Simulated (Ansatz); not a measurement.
# C2H8N2W: one species, many methods, part 2 of 2

Ansatz 0.2.0, Gaussian basis; functionals in def2-TZVPP, the program's frozen cores in correlated methods.

## Step 14: CAM-B3LYP-D4 (range-separated)

in.yaml

```yaml
crystal:
  periodic: [false, false, false]
  atoms:
    - {symbol: C, position_ang: [-1.786844, 0.658865, -0.354102]}
    - {symbol: W, position_ang: [0.279788, 0.217114, -0.161703]}
    - {symbol: C, position_ang: [0.680704, -1.517229, 0.993528]}
    - {symbol: N, position_ang: [0.898960, -0.077148, -1.771318]}
    - {symbol: N, position_ang: [1.025451, 1.570359, 0.658947]}
    - {symbol: H, position_ang: [-1.979748, 1.551794, -0.952736]}
    - {symbol: H, position_ang: [-2.293722, -0.184840, -0.835626]}
    - {symbol: H, position_ang: [-2.216564, 0.821380, 0.640626]}
    - {symbol: H, position_ang: [1.747321, -1.733248, 1.085762]}
    - {symbol: H, position_ang: [0.201415, -2.383475, 0.524029]}
    - {symbol: H, position_ang: [0.276636, -1.381038, 2.002871]}
    - {symbol: H, position_ang: [1.497763, 0.114129, -2.559497]}
    - {symbol: H, position_ang: [1.668840, 2.343326, 0.729219]}
basis:
  gaussian: {orbitals: def2-TZVPP}
hamiltonian: {xc: {name: CAM-B3LYP}, dispersion: d4}
output: {orbitals: {seedname: orbitals}}
```

Run with:

```console
> ansatz run in.yaml --threads 4 --pin off --events-out ev --progress --plain --max-ram 11315MiB
```

What it wrote, shortened:

```text
Functional definition: CAM-B3LYP
  name "CAM-B3LYP"
  cite "Yanai, Tew & Handy, Chem. Phys. Lett. 393, 51 (2004) doi:10.1016/j.cplett.2004.06.011"
  cite "Iikura, Tsuneda, Yanai & Hirao, J. Chem. Phys. 115, 3540 (2001) doi:10.1063/1.1383587"
  cite "Becke, Phys. Rev. A 38, 3098 (1988) doi:10.1103/PhysRevA.38.3098"
  cite "Lee, Yang & Parr, Phys. Rev. B 37, 785 (1988) doi:10.1103/PhysRevB.37.785"
  cite "Vosko, Wilk & Nusair, Can. J. Phys. 58, 1200 (1980) doi:10.1139/p80-159"
[...]
  # Exact exchange under (alpha + beta erf(omega r))/r, Becke's under what is left of 1/r.
[...]
1509 factors; their error is unknown
404 factors; integrals over basis functions are off by at most 1.1e-5 eV
[...]
mean field -7009.79830961 eV, -257.6053364663 hartree, gradient 3.7e-5 eV, S^2 0.000000; 0 other end points of the search recorded, 0 dependent functions left out
reference -7009.79846047 eV, -257.6053420103 hartree; 24, 24 occupied and 268, 268 virtual orbitals, 1509 factors
Total energy: -7010.06078034 eV, -257.6149820875 hartree
```

It took 5.5 s on 4 threads of Arm Neoverse V2, shared host; peak memory 0.87 GiB.

HOMO -8.73 eV, LUMO -0.50 eV.

## Step 15: LC-ωPBE (range-separated)

in.yaml, as its differences from that of step 14:

```diff
@@ -18,3 +18,3 @@
   gaussian: {orbitals: def2-TZVPP}
-hamiltonian: {xc: {name: CAM-B3LYP}, dispersion: d4}
+hamiltonian: {xc: {name: LC-wPBE}}
 output: {orbitals: {seedname: orbitals}}
```

Same command.

What it wrote, shortened:

```text
Functional definition: LC-wPBE
  name "LC-wPBE"
  cite "Vydrov & Scuseria, J. Chem. Phys. 125, 234109 (2006) doi:10.1063/1.2409292"
  cite "Heyd & Scuseria, J. Chem. Phys. 120, 7274 (2004) doi:10.1063/1.1668634"
  cite "Ernzerhof & Perdew, J. Chem. Phys. 109, 3313 (1998) doi:10.1063/1.476928"
  cite "Perdew, Burke & Ernzerhof, Phys. Rev. Lett. 77, 3865 (1996) doi:10.1103/PhysRevLett.77.3865"
  parent pbe
[...]
1477 factors; their error is unknown
479 factors; integrals over basis functions are off by at most 2.2e-5 eV
[...]
mean field -7010.86971191 eV, -257.6447097747 hartree, gradient 1.4e-5 eV, S^2 0.000000; 0 other end points of the search recorded, 0 dependent functions left out
reference -7010.86971192 eV, -257.6447097750 hartree; 24, 24 occupied and 268, 268 virtual orbitals, 1477 factors
Total energy: -7010.86971192 eV, -257.6447097750 hartree
```

It took 4.1 s on 4 threads of Arm Neoverse V2, shared host; peak memory 0.59 GiB.

HOMO -10.12 eV, LUMO 0.67 eV.

## Step 16: ωB97X-V (range-separated)

in.yaml, as its differences from that of step 15:

```diff
@@ -18,3 +18,3 @@
   gaussian: {orbitals: def2-TZVPP}
-hamiltonian: {xc: {name: LC-wPBE}}
+hamiltonian: {xc: {name: wB97X-V}}
 output: {orbitals: {seedname: orbitals}}
```

The command is unchanged.

What it wrote, shortened:

```text
Functional definition: wB97X-V
  name "wB97X-V"
  cite "Mardirossian & Head-Gordon, Phys. Chem. Chem. Phys. 16, 9904 (2014) doi:10.1039/C3CP54374A"
  cite "Becke, J. Chem. Phys. 107, 8554 (1997) doi:10.1063/1.475007"
  cite "Vydrov & Van Voorhis, J. Chem. Phys. 133, 244103 (2010) doi:10.1063/1.3521275"
[...]
      + integral(e_c_pw_opposite_spin*poly(b97_u_opposite, cos0, cos1)) + vv10(b, c)
1494 factors; their error is unknown
380 factors; integrals over basis functions are off by at most 7.6e-6 eV
[...]
mean field -7011.21172215 eV, -257.6572784192 hartree, gradient 1.3e-5 eV, S^2 0.000000; 0 other end points of the search recorded, 0 dependent functions left out
reference -7011.21171986 eV, -257.6572783349 hartree; 24, 24 occupied and 268, 268 virtual orbitals, 1494 factors
Total energy: -7011.21171986 eV, -257.6572783349 hartree
```

Wall time 12 s (4 threads of Arm Neoverse V2, shared host); peak memory 0.96 GiB.

HOMO -9.74 eV, LUMO 0.56 eV.

## Step 17: ωB97M-V (range-separated)

in.yaml, as its differences from that of step 16:

```diff
@@ -18,3 +18,3 @@
   gaussian: {orbitals: def2-TZVPP}
-hamiltonian: {xc: {name: wB97X-V}}
-output: {orbitals: {seedname: orbitals}}
+hamiltonian: {xc: {name: wB97M-V}}
+output: {forces: true, orbitals: {seedname: orbitals}}
```

Launched as before.

What it wrote, shortened:

```text
Functional definition: wB97M-V
  name "wB97M-V"
  cite "Mardirossian & Head-Gordon, J. Chem. Phys. 144, 214110 (2016) doi:10.1063/1.4952647"
  cite "Becke, J. Chem. Phys. 107, 8554 (1997) doi:10.1063/1.475007"
  cite "Vydrov & Van Voorhis, J. Chem. Phys. 133, 244103 (2010) doi:10.1063/1.3521275"
  # Of w^i u^j: cxij and so on, Table III.
[...]
  gx(w, u) = 1 - cx + cx01*u + cx10*w
  gss(w, u) = css00 + css04*u^4 + css10*w + css20*w^2 + css43*w^4*u^3
  gos(w, u) = cos00 + cos10*w + (cos20 + cos21*u)*w^2 + (cos60 + cos61*u)*w^6
[...]
      + integral(e_c_pw_mod_opposite_spin*gos(b97_w_opposite, b97_u_opposite)) + vv10(b, c)
1482 factors; their error is unknown
380 factors; integrals over basis functions are off by at most 7.6e-6 eV
[...]
Atom 3 at     0.898960    -0.077148    -1.771318 Å, force    -0.055074     0.042533     0.170376 eV/Å
Atom 4 at     1.025451     1.570359     0.658947 Å, force    -0.069976    -0.138604    -0.098162 eV/Å
Atom 5 at    -1.979748     1.551794    -0.952736 Å, force     0.009552    -0.069811     0.047059 eV/Å
Atom 6 at    -2.293722    -0.184840    -0.835626 Å, force     0.018406     0.073637     0.039199 eV/Å
Atom 7 at    -2.216564     0.821380     0.640626 Å, force     0.011658    -0.010731    -0.084338 eV/Å
Atom 8 at     1.747321    -1.733248     1.085762 Å, force    -0.082987     0.012544    -0.004410 eV/Å
Atom 9 at     0.201415    -2.383475     0.524029 Å, force     0.042014     0.051584     0.052601 eV/Å
Atom 10 at     0.276636    -1.381038     2.002871 Å, force     0.035831    -0.031068    -0.070727 eV/Å
Atom 11 at     1.497763     0.114129    -2.559497 Å, force    -0.021661    -0.006639     0.029382 eV/Å
Atom 12 at     1.668840     2.343326     0.729219 Å, force    -0.023270    -0.028599    -0.003426 eV/Å
Dipole moment:     0.052178     0.040613    -0.030120 e Å
```

Wall time 18 s (4 threads of Arm Neoverse V2, shared host); peak memory 1.2 GiB.

HOMO -9.66 eV, LUMO 0.45 eV.

## Step 18: B2PLYP (double hybrid)

in.yaml, as its differences from that of step 17:

```diff
@@ -18,3 +18,2 @@
   gaussian: {orbitals: def2-TZVPP}
-hamiltonian: {xc: {name: wB97M-V}}
-output: {forces: true, orbitals: {seedname: orbitals}}
+hamiltonian: {xc: {name: B2PLYP}}
```

Same command.

What it wrote, shortened:

```text
Functional definition: B2PLYP
  name "B2PLYP"
  cite "Grimme, J. Chem. Phys. 124, 034108 (2006) doi:10.1063/1.2148954"
  cite "Becke, Phys. Rev. A 38, 3098 (1988) doi:10.1103/PhysRevA.38.3098"
  cite "Lee, Yang & Parr, Phys. Rev. B 37, 785 (1988) doi:10.1103/PhysRevB.37.785"
[...]
1755 factors; integrals over basis functions are off by at most 1.1e-3 eV
[...]
mean field -6994.78818741 eV, -257.0537246495 hartree, gradient 7.2e-6 eV, S^2 0.000000; 0 other end points of the search recorded, 0 dependent functions left out
4 core orbitals not correlated: weight in the atoms' cores, before any rotation towards them, 1.000 or more for the frozen orbitals, at most 0.000 for the correlated occupied ones
reference -6994.78838315 eV, -257.0537318429 hartree; 20, 20 occupied and 268, 268 virtual orbitals, 1755 factors
second order -43.87104736 eV of doubles, -0.00000000 eV of singles
Total energy: -7006.63356594 eV, -257.4890342814 hartree
```

Run time: 11 s. Hardware: 4 threads of Arm Neoverse V2, shared host; peak memory 0.89 GiB.

## Step 19: PBE-QIDH (double hybrid)

in.yaml, as its differences from that of step 18:

```diff
@@ -18,2 +18,2 @@
   gaussian: {orbitals: def2-TZVPP}
-hamiltonian: {xc: {name: B2PLYP}}
+hamiltonian: {xc: {name: PBE-QIDH}}
```

Launched as before.

What it wrote, shortened:

```text
Functional definition: PBE-QIDH
  name "PBE-QIDH"
  cite "Brémond, Sancho-García, Pérez-Jiménez & Adamo, J. Chem. Phys. 141, 031101 (2014) doi:10.1063/1.4890314"
  cite "Perdew, Burke & Ernzerhof, Phys. Rev. Lett. 77, 3865 (1996) doi:10.1103/PhysRevLett.77.3865"
[...]
1755 factors; integrals over basis functions are off by at most 1.1e-3 eV
[...]
mean field -6990.63535979 eV, -256.9011110494 hartree, gradient 2.1e-6 eV, S^2 0.000000; 0 other end points of the search recorded, 0 dependent functions left out
4 core orbitals not correlated: weight in the atoms' cores, before any rotation towards them, 1.000 or more for the frozen orbitals, at most 0.000 for the correlated occupied ones
reference -6990.63537410 eV, -256.9011115755 hartree; 20, 20 occupied and 268, 268 virtual orbitals, 1755 factors
second order -40.46193243 eV of doubles, -0.00000000 eV of singles
Total energy: -7004.12268491 eV, -257.3967611057 hartree
```

Run time: 11 s. Hardware: 4 threads of Arm Neoverse V2, shared host; peak memory 0.88 GiB.

## Step 20: Orbital energies across the functionals

Dipoles come from the runs that computed forces. Levels are read from the orbital files that the runs wrote:

| functional | HOMO (eV) | LUMO (eV) | gap (eV) | dipole (D) | time |
| --- | --- | --- | --- | --- | --- |
| LDA (SPW92) | -6.28 | -2.58 | 3.70 |  | 2 s |
| PBE-D4 | -6.10 | -2.35 | 3.75 | 0.38 | 4.1 s |
| revPBE-D4 | -6.02 | -2.25 | 3.78 |  | 3.4 s |
| BLYP-D4 | -5.96 | -2.26 | 3.70 |  | 3.4 s |
| r2SCAN-D4 | -6.34 | -2.21 | 4.13 | 0.29 | 8 s |
| B97M-V | -6.39 | -2.21 | 4.17 |  | 15 s |
| PBE0-D4 | -7.35 | -1.53 | 5.81 |  | 4.4 s |
| B3LYP-D4 | -7.12 | -1.78 | 5.35 | 0.33 | 7.5 s |
| r2SCANh-D4 | -6.81 | -1.91 | 4.90 |  | 8.5 s |
| r2SCAN0-D4 | -7.51 | -1.45 | 6.06 |  | 8.5 s |
| HSE06-D4 | -6.94 | -1.91 | 5.03 |  | 5.5 s |
| BHLYP-D4 | -8.48 | -0.62 | 7.86 |  | 4.8 s |
| CAM-B3LYP-D4 | -8.73 | -0.50 | 8.23 |  | 5.5 s |
| LC-ωPBE | -10.12 | 0.67 | 10.79 |  | 4.1 s |
| ωB97X-V | -9.74 | 0.56 | 10.30 |  | 12 s |
| ωB97M-V | -9.66 | 0.45 | 10.11 | 0.35 | 18 s |

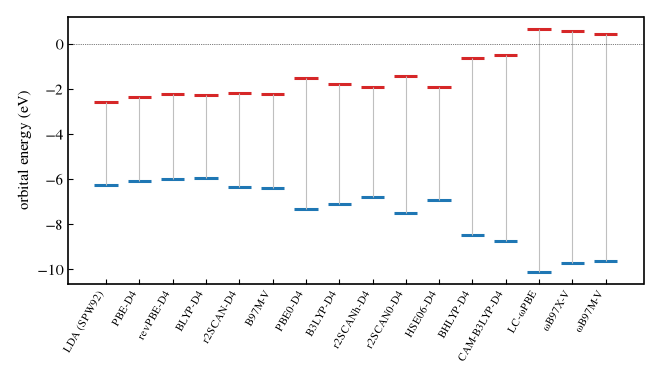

Highest occupied (blue) and lowest empty (red) level by functional.

## Step 21: CCSD(T) in def2-SVP

in.yaml, as its differences from that of step 19:

```diff
@@ -17,3 +17,3 @@
 basis:
-  gaussian: {orbitals: def2-TZVPP}
-hamiltonian: {xc: {name: PBE-QIDH}}
+  gaussian: {orbitals: def2-SVP}
+correlation: {method: ccsd_t}
```

Same command.

What it wrote, shortened:

```text
Functional definition: HF
  name "HF"
  cite "Fock, Z. Phys. 61, 126 (1930) doi:10.1007/BF01340294"
  parent pbe
[...]
1315 factors; integrals over basis functions are off by at most 1.4e-3 eV
[...]
mean field -6952.85937300 eV, -255.5128691403 hartree, gradient 2.4e-6 eV, S^2 0.000000; 0 other end points of the search recorded, 0 dependent functions left out
4 core orbitals not correlated: weight in the atoms' cores, before any rotation towards them, 1.000 or more for the frozen orbitals, at most 0.000 for the correlated occupied ones
reference -6952.85937300 eV, -255.5128691403 hartree; 20, 20 occupied and 104, 104 virtual orbitals, 1315 factors
second order -28.01708477 eV of doubles, -0.00000000 eV of singles
cycle   1  -26.18775573 eV  change     1.8e0 eV  update   2.4e-1
[...]
cycle  11  -27.75703916 eV  change    2.6e-5 eV  update   1.3e-5
perturbative correction -1.34029646 eV, -0.0492549866 hartree
Total energy: -6981.95670862 eV, -256.5821765017 hartree
```

It took 25 s on 4 threads of Arm Neoverse V2, shared host; peak memory 1 GiB.

## Step 22: CCSD(T) in def2-TZVPP

in.yaml, as its differences from that of step 21:

```diff
@@ -17,3 +17,4 @@
 basis:
-  gaussian: {orbitals: def2-SVP}
+  gaussian: {orbitals: def2-TZVPP}
 correlation: {method: ccsd_t}
+output: {orbitals: {seedname: orbitals}}
```

The command is unchanged.

What it wrote, shortened:

```text
Functional definition: HF
  name "HF"
  cite "Fock, Z. Phys. 61, 126 (1930) doi:10.1007/BF01340294"
  parent pbe
[...]
1755 factors; integrals over basis functions are off by at most 1.1e-3 eV
[...]
mean field -6959.81632014 eV, -255.7685322323 hartree, gradient 1.7e-6 eV, S^2 0.000000; 0 other end points of the search recorded, 0 dependent functions left out
4 core orbitals not correlated: weight in the atoms' cores, before any rotation towards them, 1.000 or more for the frozen orbitals, at most 0.000 for the correlated occupied ones
reference -6959.81632014 eV, -255.7685322323 hartree; 20, 20 occupied and 268, 268 virtual orbitals, 1755 factors
second order -35.54718796 eV of doubles, -0.00000000 eV of singles
cycle   1  -33.10430486 eV  change     2.4e0 eV  update   2.5e-1
[...]
cycle  12  -34.88708004 eV  change   -1.4e-5 eV  update   9.5e-6
perturbative correction -1.95855518 eV, -0.0719755753 hartree
Total energy: -6996.66195536 eV, -257.1225843517 hartree
```

It took 27 min on 4 threads of Arm Neoverse V2, shared host; peak memory 4.5 GiB.

## Step 23: MP2 in def2-QZVPP

in.yaml, as its differences from that of step 22:

```diff
@@ -17,4 +17,3 @@
 basis:
-  gaussian: {orbitals: def2-TZVPP}
-correlation: {method: ccsd_t}
-output: {orbitals: {seedname: orbitals}}
+  gaussian: {orbitals: "def2-QZVPP.json"}
+correlation: {method: mp2}
```

Launched as before.

What it wrote:

```text
Functional definition: HF
  name "HF"
  cite "Fock, Z. Phys. 61, 126 (1930) doi:10.1007/BF01340294"
  parent pbe
  exchange = exact_x
  correlation = 0
3284 factors; integrals over basis functions are off by at most 9.7e-4 eV
mean field evaluation 1: about -6950.6287 eV, gradient 6.8e1 eV
mean field evaluation 2: about -6950.7960 eV, gradient 6.9e1 eV
mean field evaluation 4: about -6959.6794 eV, gradient 1.3e1 eV
mean field evaluation 8: about -6960.1028 eV, gradient 5.5e-1 eV
mean field evaluation 16: about -6960.1047 eV, gradient 2.6e-6 eV
mean field -6960.10473810 eV, -255.7791313967 hartree, gradient 2.6e-6 eV, S^2 0.000000; 0 other end points of the search recorded, 0 dependent functions left out
4 core orbitals not correlated: weight in the atoms' cores, before any rotation towards them, 1.000 or more for the frozen orbitals, at most 0.000 for the correlated occupied ones
reference -6960.10473810 eV, -255.7791313967 hartree; 20, 20 occupied and 525, 525 virtual orbitals, 3284 factors
second order -38.49520165 eV of doubles, -0.00000000 eV of singles
Total energy: -6998.59993975 eV, -257.1938039644 hartree
```

Run time: 39 s. Hardware: 4 threads of Arm Neoverse V2, shared host; peak memory 4 GiB.

Energy pieces by basis (eV):

| basis | HF | MP2 correlation | CCSD correlation | (T) | total |
| --- | --- | --- | --- | --- | --- |
| def2-SVP | -6952.8594 | -28.0171 | -27.7570 | -1.3403 | -6981.9567 |
| def2-TZVPP | -6959.8163 | -35.5472 | -34.8871 | -1.9586 | -6996.6620 |
| def2-QZVPP | -6960.1047 | -38.4952 |  |  | -6998.5999 (MP2) |

The report of the def2-TZVPP run gives T1 = 0.0203.

## Step 24: The basis-set limit

No new run: Hartree-Fock is extrapolated as exp(−7.88√X) and correlation as X^−2.97, with X = 3 and 4; only MP2 was run in the larger set, so CCSD(T) minus MP2 is added from the smaller one.

| level | energy at the limit (eV) |
| --- | --- |
| HF | -6960.1445 |
| MP2 | -7000.8234 |
| CCSD | -7000.1633 |
| CCSD(T) | -7002.1218 |

## Step 25: RPA on PBE orbitals

in.yaml, as its differences from that of step 23:

```diff
@@ -17,3 +17,4 @@
 basis:
-  gaussian: {orbitals: "def2-QZVPP.json"}
-correlation: {method: mp2}
+  gaussian: {orbitals: def2-TZVPP}
+hamiltonian: {xc: pbe}
+correlation: {method: rpa}
```

The command is unchanged.

What it wrote, shortened:

```text
Functional definition: PBE
  name "PBE"
  cite "Perdew, Burke & Ernzerhof, Phys. Rev. Lett. 77, 3865 (1996) doi:10.1103/PhysRevLett.77.3865"
  parent pbe
[...]
1755 factors; integrals over basis functions are off by at most 1.1e-3 eV
[...]
mean field -7008.83540778 eV, -257.5699504767 hartree, gradient 3.4e-6 eV, S^2 0.000000; 0 other end points of the search recorded, 0 dependent functions left out
4 core orbitals not correlated: weight in the atoms' cores, before any rotation towards them, 1.000 or more for the frozen orbitals, at most 0.000 for the correlated occupied ones
reference -6957.86861439 eV, -255.6969553663 hartree; 20, 20 occupied and 268, 268 virtual orbitals, 1755 factors
Total energy: -7011.11025767 eV, -257.6535496682 hartree
```

Run time: 12 s. Hardware: 4 threads of Arm Neoverse V2, shared host; peak memory 0.91 GiB.

RPA correlation: -53.242 eV.

## Step 26: What came out

The summary covers parts 1 to 2.

| quantity | value |
| --- | --- |
| CCSD(T) correlation energy, def2-TZVPP | -36.846 eV |
| gap, smallest and largest | 3.70 eV (LDA (SPW92)), 10.79 eV (LC-ωPBE) |
| T1 diagnostic | 0.0203 |
| triples share of the correlation energy | 5.3 % |

In words: In def2-TZVPP MP2 gives 96 % of the CCSD(T) correlation energy. The gap grows from 3.7 to 10.8 eV across the functionals, mostly with the share of exact exchange. T1 = 0.020 passes the customary mark of 0.02 by a little. Correlated methods include outer-core shells of W, which these sets cover unevenly.

The functionals cost 2 s to 18 s; CCSD(T) went from 25 s (128 functions) to 27 min (292).
